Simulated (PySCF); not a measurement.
```json
{"atom": "B", "x (Å)": "0.0000", "y (Å)": "0.0000", "z (Å)": "-1.8844"}
{"atom": "Sb", "x (Å)": "0.0000", "y (Å)": "0.0000", "z (Å)": "0.1716"}
```

Level of theory: PySCF, PBE0/x2c-TZVPPall, spin-free X2C-1e, Gaussian nucleus, at a bond length of 2.056 Å.

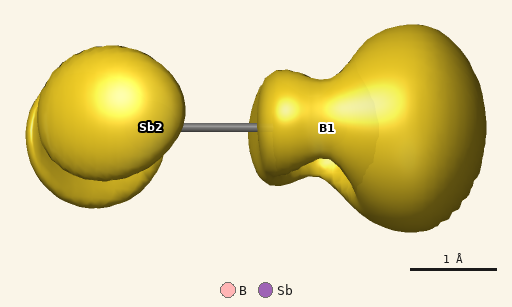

BSb (triplet). Isosurface of the electron localisation function at 0.8 (yellow), seen from one side. Core shells and regions of very low density are left out.

Identify the bonds, lone pairs and shells in this picture.

Answer. At this value the surface marks out one lobe on B, pointing away from the bonds (non-bonding electrons) and two lobes on Sb, pointing away from the bonds (non-bonding electrons). Along the contacts the grid gives the following. B–Sb (2.06 Å): the ELF peaks at about 0.85 in the valence shell of B, 0.7 Å from its nucleus, and drops to about 0.20 between the two atoms.
